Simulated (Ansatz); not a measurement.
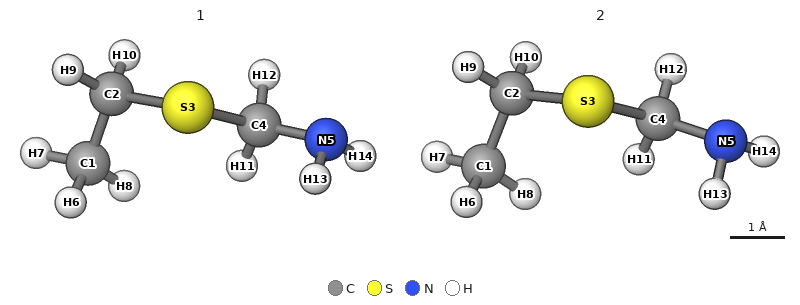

Two geometries of C₃H₉NS, drawn at one scale. One is the start of a relaxation, the other its converged end. The picture is a ball-and-stick view, seen at a tilt.

Level of theory: RKS B3LYP-D4/STO-3G (Ansatz 0.2.0). (no spin polarisation; force threshold 0.015 eV/Å; at most 40 steps)

### Which one is relaxed?

Structure 2 is the relaxed one. The run prepares an end point of a later path (torsion) calculation, from a guessed geometry. The atom that moves furthest after the best rigid fit is H13 (0.34 Å). Largest moves by element: H 0.34 Å, S 0.14 Å, C 0.12 Å, N 0.09 Å. Among the contacts that change: C4–N5 1.425 → 1.520 Å, C1–C2 1.477 → 1.559 Å, N5–H13 0.984 → 1.062 Å, S3–C4 1.788 → 1.838 Å. Bond angles that change, for instance: H13–N5–H14 110.5° → 102.2°, H6–C1–H7 102.8° → 108.4°, S3–C4–N5 113.2° → 107.7°. Over 6 geometry steps the energy falls by 22.7 kcal/mol. The largest force component goes from 4.1 to 0.01 eV/Å.

Limits of the set-up: STO-3G is a minimal basis, so the numbers are rough.
